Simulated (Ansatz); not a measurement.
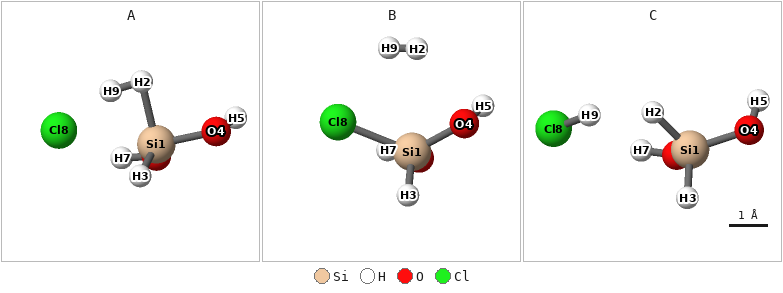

3 geometries from a converged minimum-energy path of SiH5O2Cl, shuffled. Style: ball-and-stick. Shown at a tilt.

Method: RKS PBE-D4/6-31G* in Ansatz. Settings: 7 movable images; climbing image; force threshold 0.05 eV/Å; iteration limit 60; starting path through a guess of the saddle point.

Which frame is the top of the path?

Answer. A. In order along the path, whose images run from 0 to 8: C (image 2, +3.7 kJ/mol), A (image 4, +97.8 kJ/mol), B (image 6, −64.7 kJ/mol). Breaking: Cl–H (1.31 → 4.05 Å), H–Si (1.53 → 3.65 Å). Forming: H–H (1.83 → 0.75 Å), Cl–Si (3.80 → 2.09 Å).
